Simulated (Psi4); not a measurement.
# TDA-PBE0/def2-SVP (core potential, save jk yes, sweep point 4) run of SnS (SMILES [S][Sn])

Wanted: the excited states of SnS. 

The calculation is run with Psi4 1.11.

2 further runs of the same task are left out: 2 set aside as unsound or not needed.

## Step 1: The system as given

SnS has 2 atoms, charge 0, and is taken as a singlet. SMILES: `[S][Sn]`. Geometry: the measured bond length.

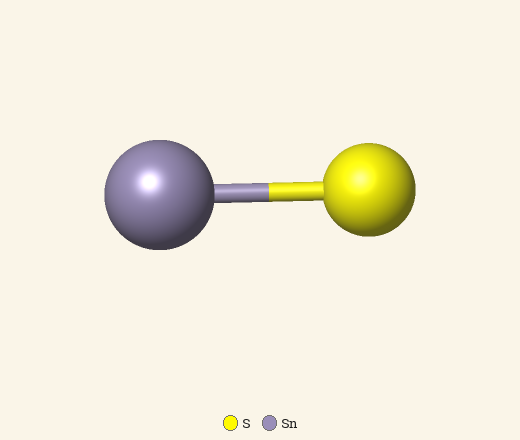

Viewed from a chosen angle; sulfur yellow, tin purple.

## Step 2: The vertical excitations at TDA-PBE0/def2-SVP (core potential, save jk yes, sweep point 4)

The input, job.dat:

```
memory 1600 MB

molecule {
  0 1
  S      0.000000     0.000000     0.000000
  Sn     0.000000     0.000000     2.209026
  symmetry c1
}

set basis def2-SVP
set puream true
set scf_type pk
set dft_radial_points 99
set dft_spherical_points 590
set save_jk true

from psi4.driver.procrouting.response.scf_response import tdscf_excitations
energy_value, wavefunction = energy('pbe0', return_wfn=True)
states = tdscf_excitations(wavefunction, states=5, tda=True)
print_variables()
```

Started as:

```console
$ psi4 -n 1 job.dat job.out
```

job.out:

```text
[...]
    !!!  WARNING: ECP capability is in beta. Please check occupations closely.  !!!
[...]
  Running in c1 symmetry.
[...]
  Nuclear repulsion =   84.322401889267027
[...]
  Multiplicity = 1
[...]
  Nalpha       = 19
  Nbeta        = 19
[...]
    Number of basis functions: 44
[...]
   @RKS iter   1:  -612.12902962971043   -1.32050e+00   1.02898e-02 ADIIS/DIIS
[...]
   @RKS iter   9:  -612.27045475826753   -2.75611e-09   8.20896e-08 DIIS
[...]
    Orbital Energies [Eh]
    ---------------------
    Doubly Occupied:
       1A    -88.978901     2A     -7.979500     3A     -5.918015
       4A     -5.916845     5A     -5.916845     6A     -5.164505
       7A     -3.499270     8A     -3.499270     9A     -3.490988
      10A     -1.063084    11A     -1.063084    12A     -1.061413
      13A     -1.056606    14A     -1.056606    15A     -0.684231
      16A     -0.439816    17A     -0.271328    18A     -0.267557
      19A     -0.267557
[...]
  @RKS Final Energy:  -612.27045475826753
   => Energetics <=
    Nuclear Repulsion Energy =             84.3224018892670273
    One-Electron Energy =               -1094.7321619580011429
    Two-Electron Energy =                 431.2159508824695990
    DFT Exchange-Correlation Energy =     -33.0766455720030876
    Empirical Dispersion Energy =           0.0000000000000000
    VV10 Nonlocal Energy =                  0.0000000000000000
    Total Energy =                       -612.2704547582677606
[...]
 Multipole Moments:
 ------------------------------------------------------------------------------------
     Multipole            Electronic (a.u.)      Nuclear  (a.u.)        Total (a.u.)
 ------------------------------------------------------------------------------------
 L = 1.  Multiply by 2.5417464519 to convert [e a0] to [Debye]
 Dipole X            :          0.0000002            0.0000000            0.0000002
 Dipole Y            :         -0.0000000            0.0000000           -0.0000000
 Dipole Z            :         34.6200179          -33.3971580            1.2228599
 Magnitude           :                                                    1.2228599
[...]
**********                               WARNING                                **********
**********       The names of excited state variables changed between 1.5       **********
[...]
**********                               WARNING                                **********
**********  Length-gauge rotatory strengths are **NOT** gauge-origin invariant  **********
[...]
                                    Excitation Energy         Total Energy        Oscillator Strength             Rotatory Strength
[...]
Excited State    1 (1 A):   0.12099 au   376.60 nm f = 0.0000
[...]
Excited State    2 (1 A):   0.13065 au   348.75 nm f = 0.0000
[...]
Excited State    3 (1 A):   0.13065 au   348.75 nm f = 0.0000
[...]
Excited State    4 (1 A):   0.14045 au   324.42 nm f = 0.0253
[...]
Excited State    5 (1 A):   0.14045 au   324.42 nm f = 0.0253
[...]
**********                               WARNING                                **********
**********       The names of excited state variables changed between 1.5       **********
[...]
```

Run time: 4.5 s. Hardware: 1 thread of INTEL XEON PLATINUM 8581C at 2.30GHz (Emerald Rapids), shared host; peak memory 0.33 GiB.

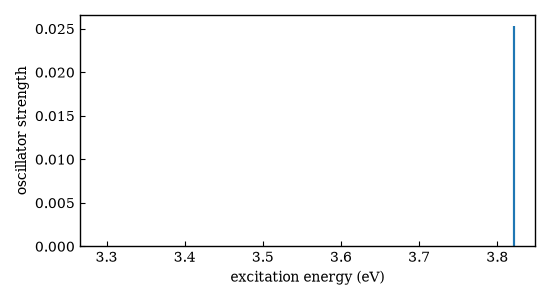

Vertical excitations as sticks.

The roots found:

```
excited state  energy (eV)  strength  label
            1        3.292    0.0000    A 1
            2        3.555    0.0000    A 1
            3        3.555    0.0000    A 1
            4        3.822    0.0253    A 1
            5        3.822    0.0253    A 1
```

## Step 3: Summary of results

Level: TDA-PBE0/def2-SVP (core potential, save jk yes, sweep point 4).

| quantity | value |
| --- | --- |
| ground-state or mean-field energy | -612.27045 Eh |
| dipole moment (PBE0 Kohn–Sham density) | 3.11 D |
| HOMO energy (PBE0 Kohn–Sham orbitals) | -7.28 eV |
| LUMO energy (PBE0 Kohn–Sham orbitals) | -2.37 eV |
| HOMO–LUMO gap (PBE0 Kohn–Sham orbitals) | 4.91 eV |
| lowest excitation energy | 3.29 eV |

In words: The brightest of the 5 transitions from the ground state lies at 3.82 eV (324 nm, f = 0.051, degenerate roots summed); the lowest, at 3.29 eV, has f = 0.000.
